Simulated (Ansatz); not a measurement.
# C$_{2}$H$_{9}$NO$_{2}$Si: what the fields show

```xyz
15

N    -1.5905   -0.9878    0.5949
Si    0.0261   -1.0571   -0.0004
O     0.9341   -2.1641    0.8785
C     0.7850    0.6517    0.2268
C    -0.0144    1.7766   -0.4020
O    -0.1204    1.5168   -1.7806
H    -1.7506   -0.6294    1.5307
H    -2.2171   -1.7632    0.4082
H    -0.0258   -1.5175   -1.4186
H     1.7535   -2.4623    0.4732
H     0.8999    0.8261    1.3112
H     1.8075    0.6472   -0.1904
H    -1.0132    1.8197    0.0756
H     0.4797    2.7529   -0.2154
H    -0.7593    2.1276   -2.1591
```

The calculation used RKS PBE0/def2-SVP in Ansatz.

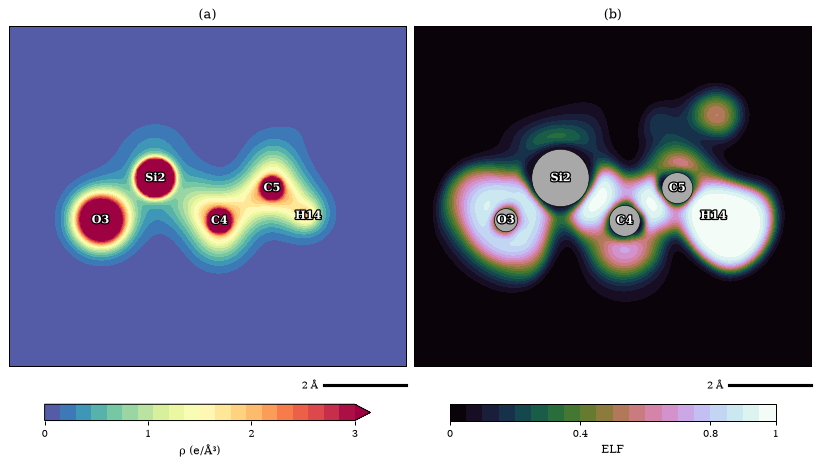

Figure 1. (a) electron density; (b) electron localisation function on the plane of atoms O3, Si2 and C4. Grey discs cover the atomic cores in the ELF map.

Interpret the plot.

Answer. The section cuts through Si, O, C and H sites.
C–C (1.52 Å): the density is about 1.7 e/Å³ at the midpoint; the ELF peaks at about 0.95 between the atoms, as expected for localised, covalent bonding.
Si–O (1.68 Å): the density is about 1 e/Å³ at the midpoint; the ELF peaks at about 0.90 between the atoms (a polar covalent bond).
C–Si (1.88 Å): the density is about 0.97 e/Å³ at the midpoint; the ELF peaks at about 0.95 between the atoms, as expected for a covalent bond.
The ELF also peaks beside O3, away from the bonds: lone-pair regions.

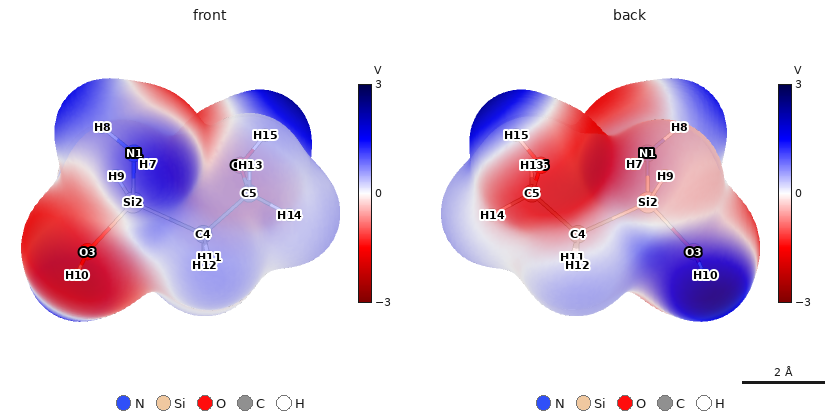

Figure 2. The electrostatic potential painted on the density surface at 0.002 e/bohr³, seen from the front and from behind; the colour scale runs from red (negative) to blue (positive).

Which sites attract a positive test charge, and which a negative one?

Answer. A positive charge is drawn to the negative regions and a negative charge to the positive ones. The most negative region (about −1.8 V, or −42 kcal/mol for a unit charge) lies over O3 and O6, the most positive (about +2.2 V, or +51 kcal/mol for a unit charge) over H10 and H15.

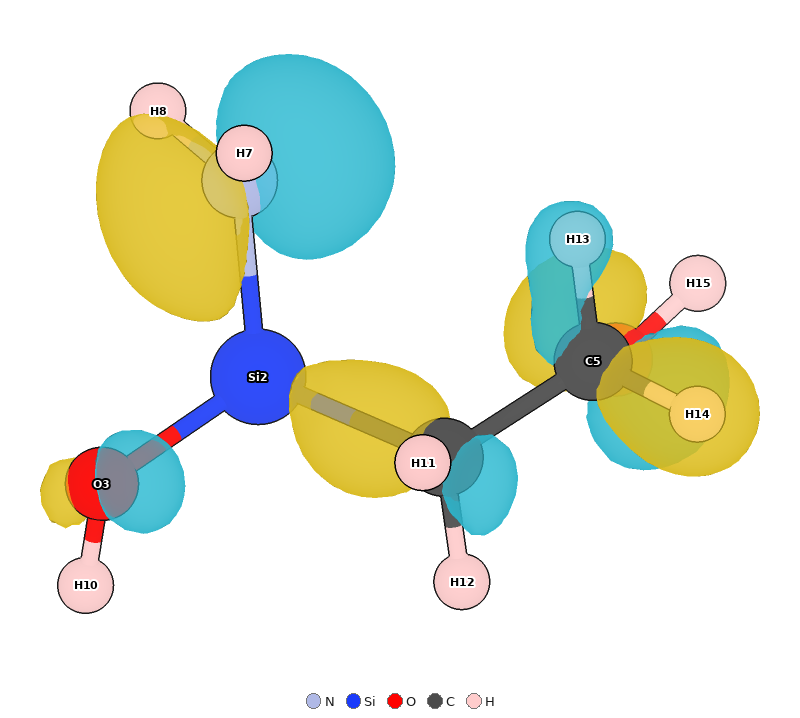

Figure 3. The HOMO−1 at ±0.15 Å⁻³ᐟ² (yellow and cyan are the two phases), seen across its widest extent.

What is the character of this orbital?

Answer. It lies mainly on N1 (about 35 %), O6 (about 20 %), Si2 (about 10 %) and C4 (about 5 %). Its energy is −7.35 eV.
